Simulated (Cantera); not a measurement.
Feed: 1 mol BCl3, a varied amount of H2O, held at 1600 K and 100000 Pa.

Cantera equilibrium calculation (NASA polynomials, part measured and part estimated; ideal gas, pure solids and liquids). Candidate condensed phases: B, B2O3, B3O3H3, H2O; 33 gas species. The tables' values for BOCl, BCl2 are old estimates; treat these amounts as uncertain. Gases not in the tables: H3BO3. Kinetics and transport are ignored.

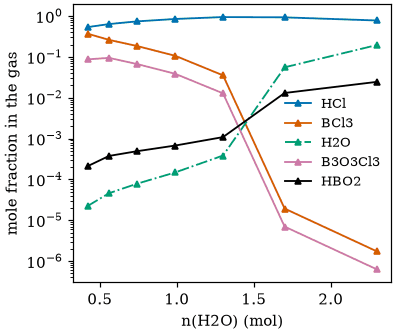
Figure: Equilibrium gas composition (values under 1e-9 drawn at 1e-9)

**Question.** Read off the mole fractions at 1.3 mol H2O.

**Answer.** HCl about 0.94, BCl3 about 0.035, B3O3Cl3 about 0.013, HBO2 about 0.0011, H2O about 0.00038.
